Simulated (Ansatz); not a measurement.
**One shape, several levels: P2H4 (diphosphine)**

Aim: a comparison of 6 runs (HF/STO-3G, B3LYP/6-31G*, HSE06/aug-cc-pVDZ, PBE-QIDH/aug-cc-pVDZ, r2SCAN/aug-cc-pVDZ, BCCD(T)/aug-cc-pVDZ) of P2H4 (diphosphine). 

Program for the calculation: Ansatz 0.2.0.

28 further runs of the same task are left out: 28 set aside as unsound or not needed.

### Step 1. The system as given

P2H4: 6 atoms, total charge 0, spin state singlet. SMILES: `PP`. One bond was lengthened or shortened from a relaxed shape.

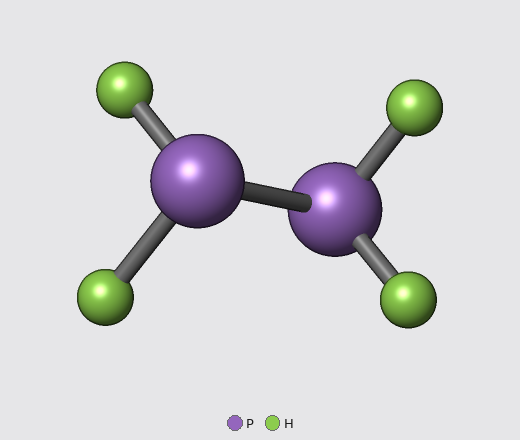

Viewed from a chosen angle; phosphorus purple, hydrogen green.

### Step 2. A single-point energy at HF/STO-3G (run 1)

The input, job.yaml:

```yaml
crystal:
  periodic: [false, false, false]
  atoms:
    - {symbol: P, position_ang: [0.505674, -0.997187, 0.069583]}
    - {symbol: P, position_ang: [-0.224626, 1.100713, 0.229983]}
    - {symbol: H, position_ang: [-0.356426, -1.469987, 1.096883]}
    - {symbol: H, position_ang: [-0.572100, -1.392900, -1.094900]}
    - {symbol: H, position_ang: [0.643374, 1.576213, -0.791017]}
    - {symbol: H, position_ang: [0.706974, 1.441213, 1.248883]}
basis:
  gaussian: {orbitals: STO-3G}
hamiltonian: {xc: hf}
output: {orbitals: {seedname: orbitals}}
accuracy: high
```

Started as:

```console
ansatz run job.yaml --threads 1 --pin off --max-ram 3480MiB --events-out events.jsonl --progress --plain --runs-dir runs
```

What it wrote:

```text
Warning: RAYON_NUM_THREADS=1 ignored (pool sized by the plan → 1); use --threads N
Functional definition: HF
  name "HF"
  exchange = exact_x
  correlation = 0
392 factors; integrals over basis functions are off by at most 5.7e-9 eV
mean field evaluation 1: about -18397.7102 eV, gradient 3.9e0 eV
mean field evaluation 2: about -18397.7508 eV, gradient 3.9e0 eV
mean field evaluation 4: about -18397.8512 eV, gradient 3.0e-1 eV
mean field evaluation 8: about -18397.8518 eV, gradient 4.3e-8 eV
mean field -18397.85181045 eV, -676.1085835220 hartree, gradient 8.5e-9 eV, S^2 0.000000; 0 other end points of the search recorded, 0 dependent functions left out
reference -18397.85181045 eV, -676.1085835220 hartree; 17, 17 occupied and 5, 5 virtual orbitals, 392 factors
Total energy: -18397.85181045 eV, -676.1085835220 hartree
```

Wall time 0.12 s (1 thread of Arm Neoverse V1, shared host).

### Step 3. A single-point energy at B3LYP/6-31G(d) (spherical functions) (run 2)

job.yaml, as its differences from that of step 2:

```diff
@@ -1 +1,4 @@
+basis:
+  gaussian:
+    orbitals: 6-31G_st_-spherical.json
 crystal:
@@ -9,6 +12,6 @@
     - {symbol: H, position_ang: [0.706974, 1.441213, 1.248883]}
-basis:
-  gaussian: {orbitals: STO-3G}
-hamiltonian: {xc: hf}
-output: {orbitals: {seedname: orbitals}}
+output:
+  orbitals: {seedname: orbitals}
 accuracy: high
+hamiltonian:
+  xc: {name: B3LYP}
```

The basis set 6-31G* is read from a file made from the Basis Set Exchange's data (not shown).

Started as:

```console
ansatz run job.yaml --threads 1 --pin off --max-ram 3480MiB --events-out events.jsonl --progress --plain --runs-dir runs
```

What it wrote:

```text
Warning: RAYON_NUM_THREADS=1 ignored (pool sized by the plan → 1); use --threads N
Functional definition: B3LYP
  name "B3LYP"
  parameter a0 = 0.2
  parameter ax = 0.72
  parameter ac = 0.81
  exchange = (1 - a0 - ax)*slater_x + ax*b88_x + a0*exact_x
  correlation = (1 - ac)*vwn_rpa_c + ac*lyp_c
942 factors; integrals over basis functions are off by at most 4.1e-9 eV
mean field evaluation 1: about -18641.4120 eV, gradient 9.6e0 eV
mean field evaluation 2: about -18641.5726 eV, gradient 7.8e0 eV
mean field evaluation 4: about -18641.7873 eV, gradient 9.8e-1 eV
mean field evaluation 8: about -18641.9146 eV, gradient 3.1e-2 eV
mean field evaluation 16: about -18641.9146 eV, gradient 3.9e-6 eV
mean field -18641.91463033 eV, -685.0777267210 hartree, gradient 3.4e-8 eV, S^2 0.000000; 0 other end points of the search recorded, 0 dependent functions left out
reference -18641.91466420 eV, -685.0777279659 hartree; 17, 17 occupied and 27, 27 virtual orbitals, 942 factors
Total energy: -18641.91466420 eV, -685.0777279659 hartree
```

Wall time 2.9 s (1 thread of Arm Neoverse V1, shared host); peak memory 0.12 GiB.

Runs 3 to 4 aren't shown in full; the table further down has their settings and results.

### Step 4. A single-point energy at r2SCAN/aug-cc-pVDZ (run 5)

The input, molecule.yaml:

```yaml
crystal:
  periodic: [false, false, false]
  atoms:
    - symbol: P
      position_ang: [0.505674, -0.997187, 0.069583]
    - symbol: P
      position_ang: [-0.224626, 1.100713, 0.229983]
    - symbol: H
      position_ang: [-0.356426, -1.469987, 1.096883]
    - symbol: H
      position_ang: [-0.572100, -1.392900, -1.094900]
    - symbol: H
      position_ang: [0.643374, 1.576213, -0.791017]
    - symbol: H
      position_ang: [0.706974, 1.441213, 1.248883]
basis:
  gaussian:
    orbitals: aug-cc-pVDZ
total_charge: 0
hamiltonian:
  xc: {name: r2SCAN}
accuracy: high
output: {orbitals: {seedname: orbitals}}
```

Started as:

```console
ansatz run molecule.yaml --threads 1 --pin off --max-ram 3480MiB --events-out events.jsonl --progress --plain --runs-dir runs
```

What it wrote:

```text
Warning: RAYON_NUM_THREADS=1 ignored (pool sized by the plan → 1); use --threads N
Functional definition: r2SCAN
  name "r2SCAN"
  parameter k0 = 0.174
  parameter k1 = 0.065
  parameter a1 = 4.9479
  exchange = r2scan_x(k0 = k0, k1 = k1, a1 = a1)
  correlation = r2scan_c
1826 factors; integrals over basis functions are off by at most 3.8e-9 eV
mean field evaluation 1: about -18639.8008 eV, gradient 1.5e1 eV
mean field evaluation 2: about -18640.0953 eV, gradient 1.3e1 eV
mean field evaluation 4: about -18640.6512 eV, gradient 5.3e-1 eV
mean field evaluation 8: about -18640.6483 eV, gradient 1.4e-2 eV
mean field evaluation 16: about -18640.6483 eV, gradient 1.6e-6 eV
mean field -18640.64829963 eV, -685.0311899263 hartree, gradient 3.0e-8 eV, S^2 0.000000; 0 other end points of the search recorded, 0 dependent functions left out
reference -18640.64830160 eV, -685.0311899984 hartree; 17, 17 occupied and 73, 73 virtual orbitals, 1826 factors
Total energy: -18640.64830160 eV, -685.0311899984 hartree
```

Run time: 12 s. Hardware: 1 thread of Arm Neoverse V1, shared host; peak memory 0.26 GiB.

### Step 5. The energy at BCCD(T)/aug-cc-pVDZ (run 6)

job.yaml, as its differences from that of step 3:

```diff
@@ -1,4 +1 @@
-basis:
-  gaussian:
-    orbitals: 6-31G_st_-spherical.json
 crystal:
@@ -12,6 +9,10 @@
     - {symbol: H, position_ang: [0.706974, 1.441213, 1.248883]}
-output:
-  orbitals: {seedname: orbitals}
+basis:
+  gaussian:
+    orbitals: aug-cc-pVDZ
+correlation:
+  method: bccd_t
+  frozen_orbitals: {H: 0, P: 5}
 accuracy: high
-hamiltonian:
-  xc: {name: B3LYP}
+scf:
+  omitted_lower_state_checks: [cluster_reference, increment]
```

Started as:

```console
ansatz run job.yaml --threads 1 --pin off --max-ram 3480MiB --events-out events.jsonl --progress --plain --runs-dir runs
```

What it wrote (excerpt; [...] marks lines left out):

```text
Warning: RAYON_NUM_THREADS=1 ignored (pool sized by the plan → 1); use --threads N
[... 2 set-up lines as earlier in the session ...]
[...]
1826 factors; integrals over basis functions are off by at most 3.8e-9 eV
[...]
mean field -18606.67592366 eV, -683.7827281367 hartree, gradient 1.7e-8 eV, S^2 0.000000; 0 other end points of the search recorded, 0 dependent functions left out
10 core orbitals not correlated: weight in the atoms' cores, before any rotation towards them, 1.000 or more for the frozen orbitals, at most 0.000 for the correlated occupied ones
reference -18606.67592366 eV, -683.7827281367 hartree; 7, 7 occupied and 73, 73 virtual orbitals, 1826 factors
second order -7.27893639 eV of doubles, -0.00000000 eV of singles
cycle   1  -8.18525634 eV  change   -9.1e-1 eV  update   8.1e-2
[...]
cycle  23  -8.53022147 eV  change   8.3e-11 eV  update  6.0e-10
perturbative correction -0.32046841 eV, -0.0117769970 hartree
Total energy: -18615.52661354 eV, -684.1079849906 hartree
Checks for a lower state left out: cluster_reference, increment
```

Run time: 15 s. Hardware: 1 thread of Arm Neoverse V1, shared host; peak memory 0.63 GiB.

### Step 6. The series

| run | level | frozen core orbitals | energy (Eh) | HOMO energy (eV) | LUMO energy (eV) | HOMO–LUMO gap (eV) | wall time |
| --- | --- | --- | --- | --- | --- | --- | --- |
| 1 | HF/STO-3G | – | -676.108584 | -6.53 | 9.55 | 16.07 | 0.12 s |
| 2 | B3LYP/6-31G* (spherical functions) | – | -685.077728 | -6.65 | -0.28 | 6.38 | 2.9 s |
| 3 | HSE06/aug-cc-pVDZ | – | -684.811657 | -6.54 | -0.95 | 5.60 | 7.2 s |
| 4 | PBE-QIDH/aug-cc-pVDZ | 10 | -684.631528 | -8.55 | 0.42 | 8.98 | 9 s |
| 5 | r2SCAN/aug-cc-pVDZ | – | -685.031190 | -6.10 | -0.96 | 5.14 | 12 s |
| 6 | BCCD(T)/aug-cc-pVDZ | 10 | -684.107985 | – | – | – | 15 s |

### Step 7. Summary of results

| quantity | value |
| --- | --- |
| run 6: total energy | -684.10798 Eh |
| run 6: correlation energy (10 core orbitals frozen) | -325.3 mEh |
| run 6: (T) correction | -11.78 mEh |

Over runs 1, 2, 3, 4, 5 the HOMO–LUMO gap runs from 5.14 eV (r2SCAN/aug-cc-pVDZ) to 16.07 eV (HF/STO-3G). The two ends differ in method and basis. Totals of different functionals can't be ranked against each other. In run 1 the basis is minimal, so the values are rough. All runs together took 47 s, the longest 15 s.
